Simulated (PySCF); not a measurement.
# C₃H₆N₂Si: electronic excitations and core binding energies

Aim: predict the electronic excitations and core binding energies of C₃H₆N₂Si (`C[SiH2]/N=C/C#N`).

Computed with PySCF 2.14.0, with density-fitted response routines of our own, on a single molecule in the gas phase. Atoms count from 0, in the outputs and in this text.

## (1) The starting structure

12 atoms, charge 0, multiplicity 1; geometry from: GFN2-xTB.

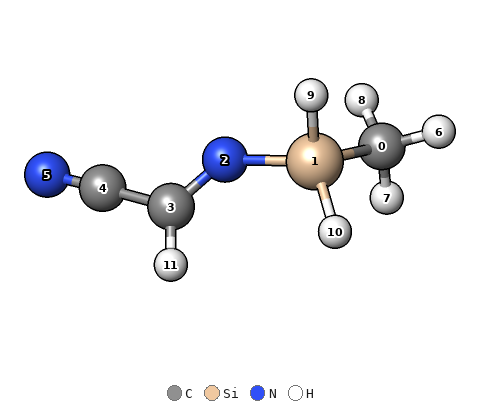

As it starts; carbon grey, silicon light orange, nitrogen blue, hydrogen white, atoms numbered.

## (2) Excited states and response: CAM-B3LYP/def2-SVPD

The job: settings as JSON, then the geometry in Å.

```
{"job": {"kind": "uv", "xc": "CAM-B3LYP", "basis": "def2-SVPD", "nstates": 8, "ntriplets": 3}, "charge": 0, "multiplicity": 1}
C     -1.911177     0.799950     0.116301
Si    -0.861532    -0.746712    -0.196744
N      0.754507    -0.146980    -0.191181
C      1.769616    -0.361109     0.510858
C      2.988881     0.336261     0.276808
N      3.978944     0.889410     0.113405
H     -2.951293     0.601505    -0.120876
H     -1.861792     1.119978     1.153277
H     -1.577413     1.626693    -0.502964
H     -0.984139    -1.256317    -1.560835
H     -1.167827    -1.788539     0.794710
H      1.824423    -1.074827     1.345932
```

Method: TDDFT CAM-B3LYP/def2-SVPD, vertical, gas phase, core orbitals frozen in the response.

On the command line:

```
$ OMP_NUM_THREADS=1 python probes_run.py task.json out
```

The driver reads the jobs from task.json and runs them one after another.

Standard output:

```text
coarse grid: 10728 points
cycle   1  E = -516.3675811089  dE =  7.027e-01  |g| = 6.091e-01  |ddm| = 4.865e+00
cycle   2  E = -516.2385001071  dE =  1.291e-01  |g| = 1.023e+00  |ddm| = 1.843e+00
cycle   3  E = -516.4603002064  dE = -2.218e-01  |g| = 8.515e-02  |ddm| = 1.148e+00
cycle   4  E = -516.4613477799  dE = -1.048e-03  |g| = 5.895e-02  |ddm| = 1.648e-01
cycle   5  E = -516.4620525411  dE = -7.048e-04  |g| = 1.929e-02  |ddm| = 9.195e-02
cycle   6  E = -516.4621371862  dE = -8.465e-05  |g| = 2.795e-03  |ddm| = 3.080e-02
cycle   7  E = -516.4621397622  dE = -2.576e-06  |g| = 1.048e-03  |ddm| = 8.396e-03
final grid: 99768 points
cycle   8  E = -516.5367945640  dE = -1.779e-05  |g| = 2.634e-03  |ddm| = 4.431e-02
cycle   9  E = -516.5367948870  dE = -3.229e-07  |g| = 2.477e-03  |ddm| = 8.158e-03
cycle  10  E = -516.5367964093  dE = -1.522e-06  |g| = 3.653e-04  |ddm| = 3.037e-03
cycle  11  E = -516.5367964316  dE = -2.232e-08  |g| = 2.040e-04  |ddm| = 7.564e-04
cycle  12  E = -516.5367964401  dE = -8.503e-09  |g| = 4.829e-05  |ddm| = 3.030e-04
cycle  13  E = -516.5367964406  dE = -5.025e-10  |g| = 2.339e-05  |ddm| = 6.452e-05
converged SCF energy = -516.5367964406

Static polarisability (au): isotropic 76.270, principal 58.204 64.768 105.838

Singlet excitations
state   eV       nm        f      main configurations
  1   3.6391    340.7   0.00010   H->L 0.96
  2   6.1402    201.9   0.00106   H-3->L 0.93
  3   6.3286    195.9   0.41825   H-1->L 0.87
  4   6.8903    179.9   0.08510   H->L+1 0.86
  5   6.9896    177.4   0.03124   H-2->L 0.84
  6   7.3470    168.8   0.01651   H-4->L 0.77
  7   7.5958    163.2   0.00451   H-5->L 0.88
  8   7.7294    160.4   0.03406   H->L+2 0.56, H-1->L+1 0.09, H->L+3 0.09

Triplet excitations (Tamm-Dancoff, eV): 3.0259 4.1449 5.7616
```

Wall time 47 s (1 thread of Arm Neoverse N1, shared host); peak memory 0.74 GiB.

The orbitals next to the gap, with their largest atomic shares:

| orbital | eV | atoms |
| --- | --- | --- |
| HOMO−3 | -11.65 | N5 49 %, C4 38 %, C3 6 % |
| HOMO−2 | -11.27 | Si1 26 %, C0 19 %, H10 15 % |
| HOMO−1 | -10.41 | C0 20 %, N2 16 %, Si1 14 % |
| HOMO | -9.39 | N2 58 %, C3 13 %, Si1 10 % |
| LUMO | -1.28 | N2 30 %, C3 28 %, N5 16 % |
| LUMO+1 | 0.87 | Si1 24 %, C3 19 %, H11 13 % |
| LUMO+2 | 1.16 | Si1 30 %, C0 24 %, H6 10 % |

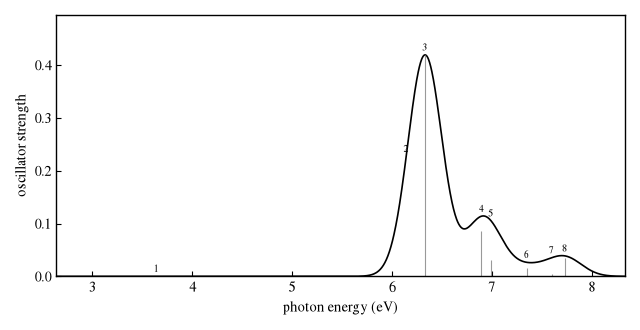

Absorption spectrum from the 8 singlet states computed; above the last one it falls off for lack of states. Lines are broadened to a width of 0.40 eV (Gaussian).

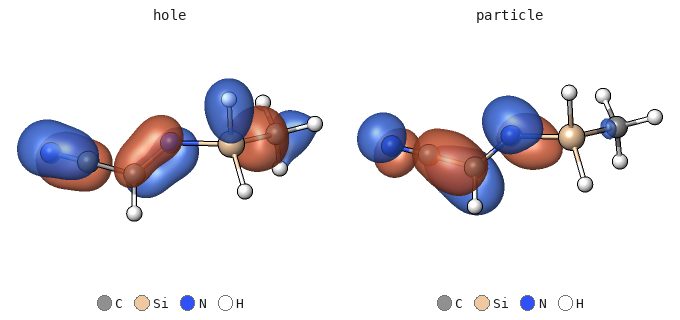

Leading natural transition orbitals of singlet state 3: the electron leaves the hole (left) for the particle orbital (right).

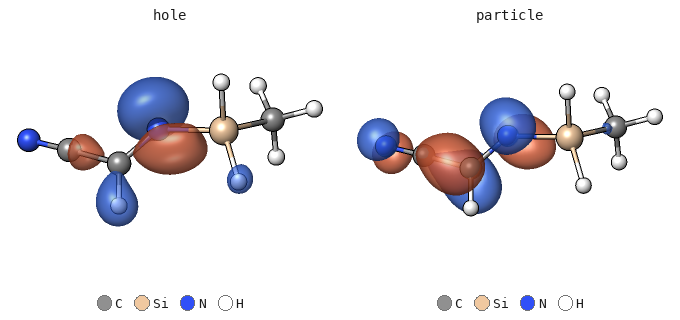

Leading natural transition orbitals of singlet state 1: the electron leaves the hole (left) for the particle orbital (right).

Further results of this job:

| property | computed |
| --- | --- |
| dipole moment (D) | 4.03 |
| polarisability (Å³) | 11.30 |
| HOMO–LUMO gap (eV) | 8.11 |
| −ε(HOMO) (eV) | 9.39 |

The fields below are evaluated on a grid from the run's orbitals.

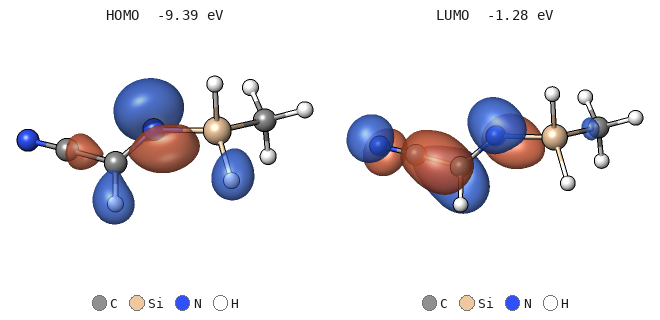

Frontier orbitals at CAM-B3LYP/def2-SVPD; each surface holds 70 % of the orbital's density, blue and red mark the sign.

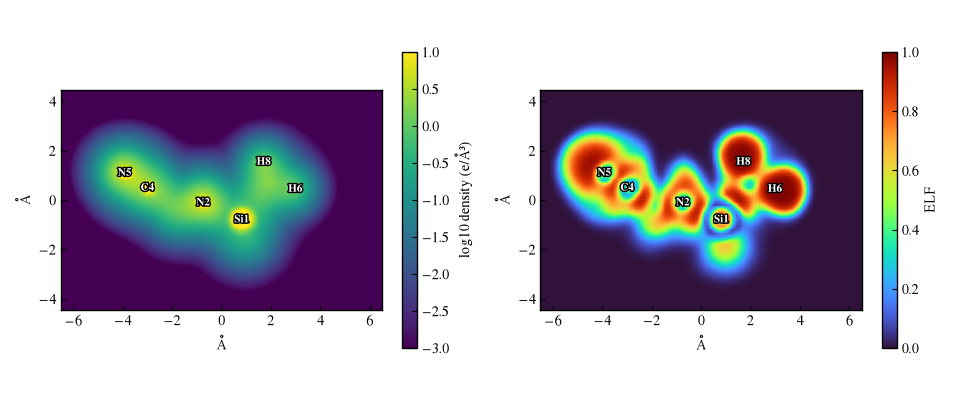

Density (left) and ELF (right) in a plane through or near 6 of the atoms.

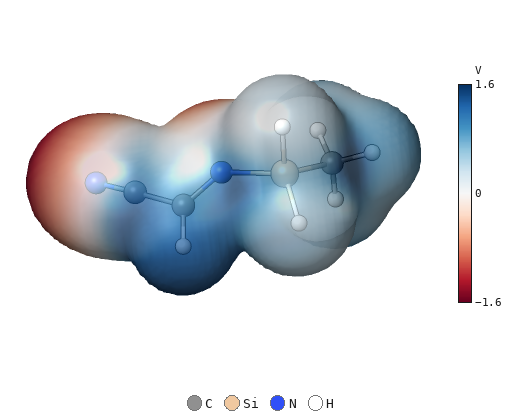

Electrostatic potential on the surface of density 0.002 e/bohr³; red is low, blue high. It runs from -1.60 V near N5 to 1.51 V near H11.

## (3) Core-electron binding energies: SCAN, X2C

Settings changed since step 2:

```diff
@@ -1,2 +1,2 @@
-{"job": {"kind": "uv", "xc": "CAM-B3LYP", "basis": "def2-SVPD", "nstates": 8, "ntriplets": 3}, "charge": 0, "multiplicity": 1}
+{"job": {"kind": "xps"}, "charge": 0, "multiplicity": 1}
 C     -1.911177     0.799950     0.116301
```

With the program's defaults for keys left out, this is: delta-SCF UKS SCAN, pcX-2 on the ionised atom, pcseg-1 elsewhere, spin-free X2C.

Standard output:

```text
ground state, core basis on atom 0 (C), 149 functions
  cycle   1  E = -517.29773049  |g| = 6.26e-01
  cycle   2  E = -516.97561018  |g| = 1.31e+00
  cycle   3  E = -517.37480109  |g| = 2.72e-01
  cycle   4  E = -517.39047724  |g| = 9.50e-02
  cycle   5  E = -517.39166546  |g| = 6.45e-02
  cycle   6  E = -517.39271124  |g| = 1.16e-02
  cycle   7  E = -517.39274210  |g| = 3.12e-03
  cycle   8  E = -517.39274468  |g| = 1.00e-03
  cycle   9  E = -517.39274508  |g| = 2.62e-04
  E(ground) = -517.43517810 Eh
hole in C 1s of atom 0
  cycle   1  E = -506.15226405  |g| = 1.50e+00
  cycle   2  E = -505.64382951  |g| = 1.69e+00
  cycle   3  E = -506.68000973  |g| = 3.16e-01
  cycle   4  E = -506.67785877  |g| = 2.96e-01
  cycle   5  E = -506.71802673  |g| = 9.15e-02
  cycle   6  E = -506.72121047  |g| = 3.93e-02
  cycle   7  E = -506.72184840  |g| = 1.77e-02
  cycle   8  E = -506.72197833  |g| = 6.03e-03
  cycle   9  E = -506.72199826  |g| = 1.10e-03
  cycle  10  E = -506.72199897  |g| = 5.69e-04
  cycle  11  E = -506.72199832  |g| = 2.25e-04
  E(ion) = -506.76293521 Eh   <S^2> = 0.7666   hole on atom = 1.000   binding energy = 290.407 eV
ground state, core basis on atom 1 (Si), 160 functions
  cycle   1  E = -517.49174985  |g| = 2.88e-01
  cycle   2  E = -517.49154034  |g| = 5.32e-02
  cycle   3  E = -517.48999087  |g| = 9.02e-02
  cycle   4  E = -517.49189953  |g| = 2.60e-02
  cycle   5  E = -517.49203296  |g| = 7.73e-03
  cycle   6  E = -517.49204625  |g| = 2.41e-03
  cycle   7  E = -517.49204887  |g| = 2.60e-04
  E(ground) = -517.49265107 Eh
hole in Si 1s of atom 1
  cycle   1  E = -448.54977646  |g| = 4.35e+00
  cycle   2  E = -448.31836708  |g| = 2.27e+00
  cycle   3  E = -448.72087567  |g| = 1.19e+00
  cycle   4  E = -449.30985751  |g| = 7.60e-01
  cycle   5  E = -449.50807000  |g| = 4.48e-01
  cycle   6  E = -449.59860957  |g| = 1.47e-01
  cycle   7  E = -449.60576208  |g| = 8.71e-02
  cycle   8  E = -449.60911282  |g| = 1.72e-02
  cycle   9  E = -449.60925927  |g| = 4.19e-03
  cycle  10  E = -449.60926763  |g| = 1.57e-03
  cycle  11  E = -449.60926945  |g| = 4.38e-04
  E(ion) = -449.61763639 Eh   <S^2> = 0.7521   hole on atom = 1.000   binding energy = 1846.973 eV
hole in Si 2p of atom 1
  cycle   1  E = -513.20805521  |g| = 1.24e+00
  cycle   2  E = -512.91071294  |g| = 1.21e+00
  cycle   3  E = -513.39922410  |g| = 4.80e-01
  cycle   4  E = -513.48206691  |g| = 3.31e-01
  cycle   5  E = -513.52627162  |g| = 1.26e-01
  cycle   6  E = -513.53304061  |g| = 5.29e-02
  cycle   7  E = -513.53423945  |g| = 1.77e-02
  cycle   8  E = -513.53437982  |g| = 4.63e-03
  cycle   9  E = -513.53439092  |g| = 1.15e-03
  cycle  10  E = -513.53439024  |g| = 3.67e-04
  E(ion) = -513.54674702 Eh   <S^2> = 0.7519   hole on atom = 1.002   binding energy = 107.374 eV
  2p3/2 = 107.127 eV   2p1/2 = 107.752 eV
ground state, core basis on atom 2 (N), 149 functions
  cycle   1  E = -517.40859809  |g| = 7.72e-02
  cycle   2  E = -517.40849549  |g| = 3.54e-02
  cycle   3  E = -517.40816472  |g| = 5.30e-02
  cycle   4  E = -517.40875001  |g| = 1.21e-02
  cycle   5  E = -517.40878356  |g| = 3.89e-03
  cycle   6  E = -517.40878790  |g| = 8.52e-04
  cycle   7  E = -517.40878659  |g| = 1.38e-04
  E(ground) = -517.44971335 Eh
hole in N 1s of atom 2
  cycle   1  E = -501.80373993  |g| = 1.87e+00
  cycle   2  E = -500.24340685  |g| = 2.43e+00
  cycle   3  E = -502.07275713  |g| = 9.47e-01
  cycle   4  E = -502.23845613  |g| = 7.60e-01
  cycle   5  E = -502.50372869  |g| = 2.36e-01
  cycle   6  E = -502.52933661  |g| = 4.59e-02
  cycle   7  E = -502.53056197  |g| = 2.07e-02
  cycle   8  E = -502.53082948  |g| = 7.39e-03
  cycle   9  E = -502.53087019  |g| = 3.00e-03
  cycle  10  E = -502.53088607  |g| = 1.62e-03
  cycle  11  E = -502.53089172  |g| = 1.13e-03
  cycle  12  E = -502.53089360  |g| = 5.39e-04
  cycle  13  E = -502.53089546  |g| = 2.03e-04
  E(ion) = -502.57093477 Eh   <S^2> = 0.7903   hole on atom = 1.000   binding energy = 404.872 eV
ground state, core basis on atom 3 (C), 149 functions
  cycle   1  E = -517.39649336  |g| = 5.74e-02
  cycle   2  E = -517.39637705  |g| = 2.76e-02
  cycle   3  E = -517.39578265  |g| = 5.70e-02
  cycle   4  E = -517.39654526  |g| = 6.49e-03
  cycle   5  E = -517.39655383  |g| = 1.73e-03
  cycle   6  E = -517.39655569  |g| = 6.18e-04
  cycle   7  E = -517.39655567  |g| = 1.10e-04
  E(ground) = -517.43931785 Eh
hole in C 1s of atom 3
  cycle   1  E = -506.04464919  |g| = 1.51e+00
  cycle   2  E = -503.70729760  |g| = 2.49e+00
  cycle   3  E = -506.10139664  |g| = 9.93e-01
  cycle   4  E = -506.33829468  |g| = 7.18e-01
  cycle   5  E = -506.52807994  |g| = 3.55e-01
  cycle   6  E = -506.61041430  |g| = 1.18e-01
  cycle   7  E = -506.61583117  |g| = 7.63e-02
  cycle   8  E = -506.61853971  |g| = 1.74e-02
  cycle   9  E = -506.61878104  |g| = 8.10e-03
  cycle  10  E = -506.61890322  |g| = 5.64e-03
  cycle  11  E = -506.61902037  |g| = 3.42e-03
  cycle  12  E = -506.61905632  |g| = 1.62e-03
  cycle  13  E = -506.61906102  |g| = 6.29e-04
  cycle  14  E = -506.61906124  |g| = 3.36e-04
  E(ion) = -506.66006590 Eh   <S^2> = 0.8232   hole on atom = 1.000   binding energy = 293.318 eV
ground state, core basis on atom 4 (C), 149 functions
  cycle   1  E = -517.39787067  |g| = 6.15e-02
  cycle   2  E = -517.39728148  |g| = 5.57e-02
  cycle   3  E = -517.39708973  |g| = 6.17e-02
  cycle   4  E = -517.39797583  |g| = 1.33e-02
  cycle   5  E = -517.39801714  |g| = 3.99e-03
  cycle   6  E = -517.39802150  |g| = 5.06e-04
  cycle   7  E = -517.39801947  |g| = 1.19e-04
  E(ground) = -517.44309959 Eh
hole in C 1s of atom 4
  cycle   1  E = -506.10637327  |g| = 1.50e+00
  cycle   2  E = -499.97670931  |g| = 2.95e+00
  cycle   3  E = -502.59694191  |g| = 2.15e+00
  cycle   4  E = -506.51718614  |g| = 5.34e-01
  cycle   5  E = -506.45125926  |g| = 6.46e-01
  cycle   6  E = -506.64911262  |g| = 9.33e-02
  cycle   7  E = -506.65394691  |g| = 2.89e-02
  cycle   8  E = -506.65443040  |g| = 1.17e-02
  cycle   9  E = -506.65460098  |g| = 6.78e-03
  cycle  10  E = -506.65468354  |g| = 6.85e-03
  cycle  11  E = -506.65480108  |g| = 3.82e-03
  cycle  12  E = -506.65488047  |g| = 2.21e-03
  cycle  13  E = -506.65489859  |g| = 1.39e-03
  cycle  14  E = -506.65490231  |g| = 9.14e-04
  cycle  15  E = -506.65490397  |g| = 3.97e-04
  E(ion) = -506.69778086 Eh   <S^2> = 0.8336   hole on atom = 1.000   binding energy = 292.395 eV
ground state, core basis on atom 5 (N), 149 functions
  cycle   1  E = -517.40729353  |g| = 7.39e-02
  cycle   2  E = -517.40674378  |g| = 5.48e-02
  cycle   3  E = -517.40585130  |g| = 8.33e-02
  cycle   4  E = -517.40737499  |g| = 8.16e-03
  cycle   5  E = -517.40739313  |g| = 1.39e-03
  cycle   6  E = -517.40739305  |g| = 6.86e-04
  cycle   7  E = -517.40739320  |g| = 9.24e-05
  E(ground) = -517.44849102 Eh
hole in N 1s of atom 5
  cycle   1  E = -501.80064101  |g| = 1.84e+00
  cycle   2  E = -497.41445363  |g| = 2.83e+00
  cycle   3  E = -501.76998000  |g| = 1.04e+00
  cycle   4  E = -502.21144160  |g| = 8.37e-01
  cycle   5  E = -502.46951648  |g| = 2.74e-01
  cycle   6  E = -502.49954386  |g| = 1.49e-01
  cycle   7  E = -502.51095526  |g| = 4.08e-02
  cycle   8  E = -502.51177579  |g| = 1.96e-02
  cycle   9  E = -502.51202366  |g| = 8.18e-03
  cycle  10  E = -502.51211534  |g| = 4.90e-03
  cycle  11  E = -502.51218657  |g| = 3.51e-03
  cycle  12  E = -502.51221001  |g| = 1.75e-03
  cycle  13  E = -502.51221846  |g| = 9.25e-04
  cycle  14  E = -502.51222124  |g| = 4.44e-04
  E(ion) = -502.55291425 Eh   <S^2> = 0.8226   hole on atom = 1.000   binding energy = 405.329 eV
```

It took 1.8 min on 1 thread of Arm Neoverse N1, shared host; peak memory 0.63 GiB.

The holes in one table. −ε is the ground-state orbital energy:

```csv
hole,stands for,environment,ΔSCF (eV; 2p as the shell's mean),−ε (eV),⟨S²⟩
C1s on C0,C0,methyl carbon bonded to Si,290.41,273.5,0.767
Si1s on Si1,Si1,"silicon bonded to C, N, 2 H",1846.97,1793.8,0.752
Si2p on Si1,Si1,"silicon bonded to C, N, 2 H",107.34,96.6,0.752
N1s on N2,N2,imine nitrogen,404.87,386.5,0.790
C1s on C3,C3,C=N carbon,293.32,276.5,0.823
C1s on C4,C4,nitrile carbon,292.40,274.9,0.834
N1s on N5,N5,nitrile nitrogen,405.33,386.5,0.823
```

With the spin-orbit splitting: Si1 2p3/2 107.13, 2p1/2 107.75 eV. The table gives each 2p level as the mean over the whole 2p shell (two parts 2p3/2, one part 2p1/2), which differs a little from the single hole in the log.

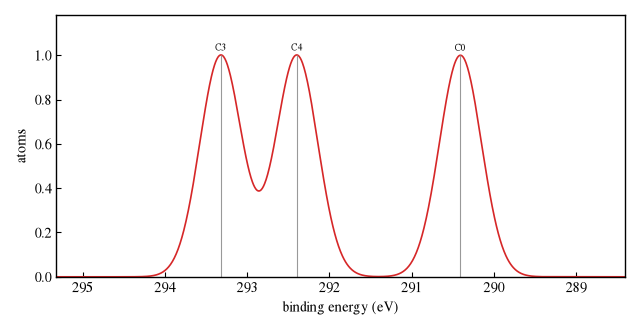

The C1s photoelectron lines, weighted by the number of atoms. Lines are broadened to a width of 0.60 eV (Gaussian).

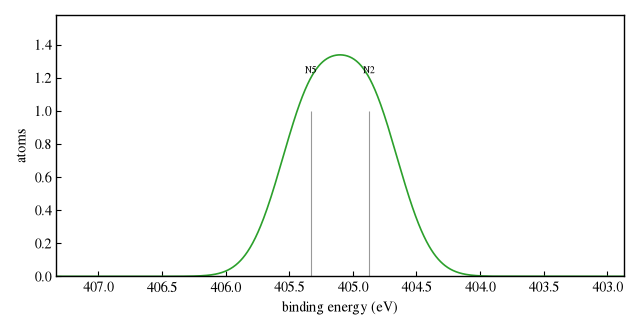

The N1s photoelectron lines, weighted by the number of atoms. Lines are broadened to a width of 0.60 eV (Gaussian).

## (4) Outcome

| quantity | value |
| --- | --- |
| lowest singlet (CAM-B3LYP/def2-SVPD) | 3.64 eV (341 nm), f = 0.000 |
| brightest single state of those computed | state 3, 6.33 eV, f = 0.418 |
| lowest triplet | 3.03 eV |
| surface potential, least and greatest | -1.60 V and 1.51 V |
| C1s binding energies, SCAN/pcX-2 | C3 293.32, C4 292.40, C0 290.41 eV |
| N1s binding energies, SCAN/pcX-2 | N5 405.33, N2 404.87 eV |
| Si1s binding energies, SCAN/pcX-2 | Si1 1846.97 eV |
| Si2p binding energies, SCAN/pcX-2 | Si1 107.34 eV |

In words: The lowest singlet, at 3.64 eV, is HOMO→LUMO 0.96 and is dark; of the 8 states computed, the strongest absorption comes from state 3 at 6.33 eV. The lowest triplet lies 0.61 eV below the lowest singlet (triplets in Tamm-Dancoff, singlets in full TDDFT). By nearest atom (CAM-B3LYP/def2-SVPD), the HOMO sits on N2 65 %; H10, H11 about 10 % each and the LUMO on N2 30 %; C3 27 %. C3 (C=N carbon) binds its C1s electron 2.91 eV more tightly than C0 (methyl carbon bonded to Si). N5 (nitrile nitrogen) binds its N1s electron 0.46 eV more tightly than N2 (imine nitrogen).
